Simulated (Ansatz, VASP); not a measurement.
**Cross-check of BaTiO3 between VASP and Ansatz**

Aim: how closely do two programs agree when they are given the same cell, functional and k mesh?

Main program and level: Ansatz 0.2.0; plane waves, with VASP 6.6.1 beside it; band structure at r2SCAN.

### 1. The structure

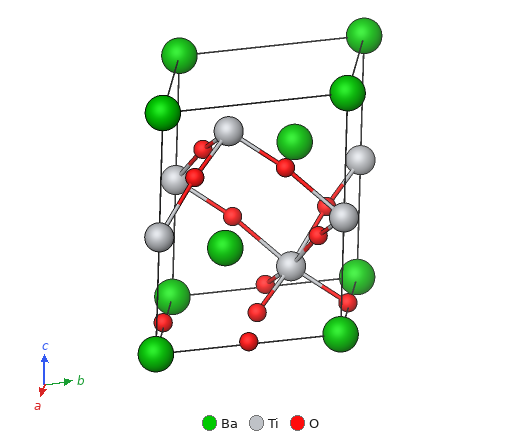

The starting structure, seen slightly off an axis (barium green, titanium light grey, oxygen red). This picture shows the conventional cell, with its axes. Some periodic images of atoms are drawn too.

As a file:

```cif
data_structure
_symmetry_space_group_name_H-M 'R3m:H'
_symmetry_Int_Tables_number 160
_cell_length_a 5.6547
_cell_length_b 5.6547
_cell_length_c 6.9552
_cell_angle_alpha 90.000
_cell_angle_beta 90.000
_cell_angle_gamma 120.000
_cell_volume 192.60
loop_
_atom_site_label
_atom_site_type_symbol
_atom_site_symmetry_multiplicity
_atom_site_Wyckoff_symbol
_atom_site_fract_x
_atom_site_fract_y
_atom_site_fract_z
_atom_site_occupancy
Ba1 Ba 3 a 0.00000 0.00000 0.00000 1
Ti1 Ti 3 a 0.33333 0.66667 0.15117 1
O1 O 9 b 0.49703 0.99407 0.01157 1
```

### 2. VASP: band structure, r2SCAN

The same path points are solved in both programs, so levels can be compared one by one.

Lines of VASP's logs that name or quote its potential files are left out, and so is its time.

INCAR

```
SYSTEM = BaTiO3
PREC = Accurate
ENCUT = 440
EDIFF = 1E-08
NELM = 100
ISMEAR = 0
SIGMA = 0.01
LREAL = .FALSE.
ALGO = Normal
METAGGA = R2SCAN
LASPH = .TRUE.
NBANDS = 26
LORBIT = 11
LWAVE = .TRUE.
LCHARG = .FALSE.
KPAR = 8
```

POSCAR

```
BaTiO3
1.0
    2.8273666084      1.6323808724      2.3183934932
   -2.8273666084      1.6323808724      2.3183934932
    0.0000000000     -3.2647617449      2.3183934932
Ba Ti O
1 1 3
Direct
    0.0000000000      0.0000000000      0.0000000000
    0.4845000000      0.4845000000      0.4845000000
    0.5086000000      0.5086000000      0.0175000000
    0.0175000000      0.5086000000      0.5086000000
    0.5086000000      0.0175000000      0.5086000000
```

KPOINTS

```
Automatic mesh
0
Gamma
4 4 4
0 0 0
```

KPOINTS_OPT

```
Line mode
12
Line-mode
Reciprocal
  0.00000000   0.00000000   0.00000000 GAMMA
  0.50000000   0.00000000   0.00000000 L

  0.50000000   0.00000000   0.00000000 L
  0.50000000   0.49717121  -0.49717121 B1

  0.50282879   0.50000000   0.49717121 B
  0.50000000   0.50000000   0.50000000 Z

  0.50000000   0.50000000   0.50000000 Z
  0.00000000   0.00000000   0.00000000 GAMMA

  0.00000000   0.00000000   0.00000000 GAMMA
  0.49858561   0.00000000  -0.49858561 X

  0.50141439   0.49858561   0.00000000 Q
  0.50000000   0.50000000   0.00000000 F

  0.50000000   0.50000000   0.00000000 F
  0.50141439   0.50141439   0.49717121 P1

  0.50141439   0.50141439   0.49717121 P1
  0.50000000   0.50000000   0.50000000 Z

  0.50000000   0.00000000   0.00000000 L
  0.50282879   0.49858561   0.49858561 P
```

Potentials, in the order of the species: Ba_sv_GW, Ti_sv_GW and O_GW (PBE family, release 64).

The run is started by

```bash
$ mpirun -np 8 vasp_std
```

Numbers of over 12 decimals in the logs are rounded to 6 here.

Output:

```text
[banner, memory and clock lines left out]
running    8 mpi-ranks, on    1 nodes
 distrk:  each k-point on    1 cores,    8 groups
 distr:  one band on    1 cores,    1 groups

 POSCAR found type information on POSCAR BaTiO
 POSCAR found :  3 types and       5 ions
|                                                                             |
|           W    W    AA    RRRRR   N    N  II  N    N   GGGG   !!!           |
|           W    W   A  A   R    R  NN   N  II  NN   N  G    G  !!!           |
|           W    W  A    A  R    R  N N  N  II  N N  N  G       !!!           |
|           W WW W  AAAAAA  RRRRR   N  N N  II  N  N N  G  GGG   !            |
|           WW  WW  A    A  R   R   N   NN  II  N   NN  G    G                |
|           W    W  A    A  R    R  N    N  II  N    N   GGGG   !!!           |
|                                                                             |
|     For optimal performance we recommend to set                             |
|       NCORE = 2 up to number-of-cores-per-socket                            |
|     NCORE specifies how many cores store one orbital (NPAR=cpu/NCORE).      |
|     This setting can greatly improve the performance of VASP for DFT.       |
|     The default, NCORE=1 might be grossly inefficient on modern             |
|     multi-core architectures or massively parallel machines. Do your        |
|     Unfortunately you need to use the default for GW and RPA                |
|     calculations (for HF NCORE is supported but not extensively tested      |
|     yet).                                                                   |
|                                                                             |

|                                                                             |
|               ----> ADVICE to this user running VASP <----                  |
|                                                                             |
|     You enforced a specific xc type in the INCAR file but a different       |
|     [... a line on the potential file left out ...]
|     I HOPE YOU KNOW WHAT YOU ARE DOING!                                     |
|                                                                             |

 LDA part: xc-table for (None), standard interpolation
 POSCAR, INCAR and KPOINTS ok, starting setup
 FFT: planning ... GRIDC
 FFT: planning ... GRID_SOFT
 FFT: planning ... GRID
 WAVECAR not read
 entering main loop
       N       E                     dE             d eps       ncg     rms          rms(c)
DAV:   1     0.690248155648E+03    0.69025E+03   -0.17602E+04   676   0.156E+03
DAV:   2     0.208507511239E+02   -0.66940E+03   -0.65750E+03  1126   0.822E+02
DAV:   3    -0.100455702386E+03   -0.12131E+03   -0.11859E+03  1126   0.321E+02
DAV:   4    -0.107116201287E+03   -0.66605E+01   -0.66051E+01  1192   0.876E+01
DAV:   5    -0.107496386251E+03   -0.38018E+00   -0.37807E+00  1152   0.204E+01    0.192E+01
DAV:   6    -0.772666249080E+02    0.30230E+02   -0.49362E+01  1248   0.878E+01    0.560E+00
DAV:   7    -0.780209558738E+02   -0.75433E+00   -0.47121E+00  1198   0.261E+01    0.388E+00
DAV:   8    -0.781082459854E+02   -0.87290E-01   -0.70327E-01  1248   0.119E+01    0.141E+00
DAV:   9    -0.780877182370E+02    0.20528E-01   -0.48026E-01  1272   0.830E+00    0.928E-01
DAV:  10    -0.780727362311E+02    0.14982E-01   -0.51645E-02  1200   0.343E+00    0.299E-01
DAV:  11    -0.780743858361E+02   -0.16496E-02   -0.25345E-02  1192   0.233E+00    0.298E-01
DAV:  12    -0.780727167563E+02    0.16691E-02   -0.64235E-03  1192   0.125E+00    0.423E-02
DAV:  13    -0.780728778683E+02   -0.16111E-03   -0.12303E-03  1244   0.436E-01    0.766E-02
DAV:  14    -0.780727913958E+02    0.86472E-04   -0.23311E-04  1224   0.225E-01    0.220E-02
DAV:  15    -0.780727877648E+02    0.36310E-05   -0.63796E-05  1248   0.921E-02    0.744E-03
DAV:  16    -0.780727875540E+02    0.21080E-06   -0.73523E-06  1184   0.424E-02    0.357E-03
DAV:  17    -0.780727869022E+02    0.65180E-06   -0.89828E-07  1230   0.156E-02    0.110E-03
DAV:  18    -0.780727868129E+02    0.89339E-07   -0.12088E-07  1040   0.494E-03    0.114E-03
DAV:  19    -0.780727867172E+02    0.95682E-07   -0.76964E-08   926   0.397E-03    0.246E-04
DAV:  20    -0.780727867281E+02   -0.10887E-07   -0.75973E-09   664   0.186E-03    0.184E-04
DAV:  21    -0.780727867389E+02   -0.10805E-07   -0.43137E-09   728   0.146E-03    0.643E-05
DAV:  22    -0.780727867520E+02   -0.13061E-07   -0.35711E-09   664   0.914E-04    0.266E-05
DAV:  23    -0.780727867500E+02    0.19463E-08   -0.18473E-09   652   0.835E-04
   1 F= -.78072787E+02 E0= -.78072787E+02  d E =-.113957E-11
 Start KPOINTS_OPT (optional k-point list driver)
k-point batch [1-13\108]
       N       E                     dE             ncg
DAV:   1     0.540900551463E+04   -0.10096E+04      676
DAV:   2    -0.305831533806E+04   -0.84673E+04     1068
DAV:   3    -0.457457570331E+04   -0.15163E+04     1160
DAV:   4    -0.471114241785E+04   -0.13657E+03     1200
DAV:   5    -0.472149445945E+04   -0.10352E+02     1176
DAV:   6    -0.472241695894E+04   -0.92250E+00     1256
DAV:   7    -0.472248214445E+04   -0.65186E-01     1168
DAV:   8    -0.472248727935E+04   -0.51349E-02     1240
DAV:   9    -0.472248757737E+04   -0.29802E-03     1168
DAV:  10    -0.472248760071E+04   -0.23331E-04     1256
DAV:  11    -0.472248760233E+04   -0.16282E-05      960
DAV:  12    -0.472248760249E+04   -0.15834E-06      832
DAV:  13    -0.472248760250E+04   -0.11020E-07      744
DAV:  14    -0.472248760251E+04   -0.17708E-08      720
[...]
k-point batch [105-108\108]
       N       E                     dE             ncg
DAV:   1     0.110656551525E+05   -0.40200E+04      208
DAV:   3     0.804467501158E+04   -0.45533E+03      350
DAV:   4     0.801679360995E+04   -0.27881E+02      368
DAV:   5     0.801558708383E+04   -0.12065E+01      360
DAV:   6     0.801550109107E+04   -0.85993E-01      376
DAV:   7     0.801549678417E+04   -0.43069E-02      360
DAV:   8     0.801549641624E+04   -0.36793E-03      352
DAV:   9     0.801549639835E+04   -0.17884E-04      352
DAV:  10     0.801549639659E+04   -0.17614E-05      368
DAV:  11     0.801549639648E+04   -0.11256E-06      312
DAV:  12     0.801549639647E+04   -0.11940E-07      248
DAV:  13     0.801549639647E+04   -0.90404E-09      224
 writing wavefunctions
```

Parts of OUTCAR (step 2):

```text
ion  position               nearest neighbor table
   1  0.000  0.000  0.000-
   2  0.484  0.484  0.484-   4 1.87   5 1.87   3 1.87   5 2.14   4 2.14   3 2.14
   3  0.509  0.509  0.017-   2 1.87   2 2.14
   4  0.017  0.509  0.509-   2 1.87   2 2.14
   5  0.509  0.017  0.509-   2 1.87   2 2.14

  LATTYP: Found a trigonal (rhomboedric) cell.
 ALAT       =     4.0042000000
 COS(alpha) =     0.0028448828

 Subroutine GETGRP returns: Found  6 space group operations
 (whereof  6 operations were pure point group operations)

The static configuration has the point symmetry C_3v.

 Found     13 irreducible k-points:

   k-points           NKPTS =     13   k-points in BZ     NKDIM =     13   number of bands    NBANDS=     26

   dimension x,y,z NGX =    28 NGY =   28 NGZ =   28
   dimension x,y,z NGXF=    56 NGYF=   56 NGZF=   56

   ENCUT  =  440.0 eV  32.34 Ry    5.69 a.u.   6.85  6.85  6.85*2*pi/ulx,y,z

   NELECT =      40.0000    total number of electrons

 k-points in reciprocal lattice and weights: Automatic mesh
   0.00000000  0.00000000  0.00000000       0.016
   0.25000000  0.00000000  0.00000000       0.094
   0.50000000  0.00000000  0.00000000       0.047
   0.25000000  0.25000000  0.00000000       0.094
   0.50000000  0.25000000  0.00000000       0.188
  -0.25000000  0.25000000  0.00000000       0.094
   0.50000000  0.50000000  0.00000000       0.047
   0.25000000  0.25000000  0.25000000       0.031
   0.50000000  0.25000000  0.25000000       0.094
  -0.25000000  0.25000000  0.25000000       0.094
   0.50000000  0.50000000  0.25000000       0.094
  -0.25000000  0.50000000  0.25000000       0.094
   0.50000000  0.50000000  0.50000000       0.016

 average (electrostatic) potential at core
       1 -84.3260       2-103.7207       3 -71.7876       4 -71.7876       5 -71.7876

 E-fermi :   5.0646

 k-point     1 :       0.0000    0.0000    0.0000
  band No.  band energies     occupation
    ...
     16       3.6776      2.00000
     17       3.9069      2.00000
     18       4.5326      2.00000
     19       4.6469      2.00000
     20       4.6469      2.00000
     21       7.8128      0.00000
     22       7.8128      0.00000
     23       7.9494      0.00000
     24       9.8795      0.00000
     25       9.8959      0.00000
    ...

 k-point     2 :       0.2500    0.0000    0.0000
  band No.  band energies     occupation
    ...
     16       3.2828      2.00000
     17       3.6057      2.00000
     18       3.8227      2.00000
     19       4.3869      2.00000
     20       4.4064      2.00000
     21       7.8942      0.00000
     22       8.4838      0.00000
     23       8.5730      0.00000
     24       9.8721      0.00000
     25      10.9998      0.00000
    ...

 k-point     3 :       0.5000    0.0000    0.0000
  band No.  band energies     occupation
    ...
     16       2.9713      2.00000
     17       3.3747      2.00000
     18       3.4327      2.00000
     19       4.0732      2.00000
     20       4.1877      2.00000
     21       7.9575      0.00000
     22       9.1932      0.00000
     23       9.2936      0.00000
     24       9.8441      0.00000
     25      11.6439      0.00000
    ...

  Total       -0.5092405     -0.5092405     -0.5241929      0.0000000      0.0000000      0.0000000
  in kB      -12.7084184    -12.7084184    -13.0815640      0.0000000      0.0000000      0.0000000
  external PRESSURE =     -12.8328002 kB  Pullay stress =       0.0000000 kB

  energy-cutoff  :      440.00
  volume of cell :       64.20
      direct lattice vectors                 reciprocal lattice vectors
     2.827366608  1.632380872  2.318393493     0.176843002  0.102100355  0.143777721
    -2.827366608  1.632380872  2.318393493    -0.176843002  0.102100355  0.143777721
     0.000000000 -3.264761745  2.318393493     0.000000000 -0.204200710  0.143777721

 POSITION                                       TOTAL-FORCE (eV/Angst)
 -----------------------------------------------------------------------------------
      0.00000      0.00000      0.00000         0.000000      0.000000     -0.138687
      0.00000     -0.00000      3.36978         0.000000     -0.000000      0.034387
      0.00000      1.60332      2.39884         0.000000      0.032559      0.034767
     -1.38852     -0.80166      2.39884        -0.028197     -0.016279      0.034767
      1.38852     -0.80166      2.39884         0.028197     -0.016279      0.034767
 -----------------------------------------------------------------------------------
    total drift:                                0.000000     -0.000001      0.000798

  FREE ENERGIE OF THE ION-ELECTRON SYSTEM (eV)
  ---------------------------------------------------
  free  energy   TOTEN  =       -78.0727867500 eV

  energy  without entropy=      -78.0727867500  energy(sigma->0) =      -78.07278675

 total charge
# of ion       s       p       d       f       tot
--------------------------------------------------
    1        1.957   4.614   0.111   0.024   6.707
    2        2.217   6.118   1.413   0.041   9.788
    3        1.553   3.465   0.000   0.000   5.018
    4        1.553   3.465   0.000   0.000   5.018
    5        1.553   3.465   0.000   0.000   5.018
--------------------------------------------------
tot          8.832  21.128   1.524   0.065  31.549

[... 3 further parts left out ...]
```

The run ends at a pressure of -1.28 GPa, with forces up to 0.14 eV/Å.

(Continued in part 2 of 2.)

[Lines on the potential files, build, host, timing and source positions are cut from VASP's logs without a mark.]

[Logs are printed without paths, hosts, clocks, repeated set-up lines and the standing remarks that a program may print on its own settings, such as how far it seeks lower states.]

[Hosts, paths, dates, database ids (printed as entryN), source tags and the programs' standing remarks are cut or masked in the printed files.]
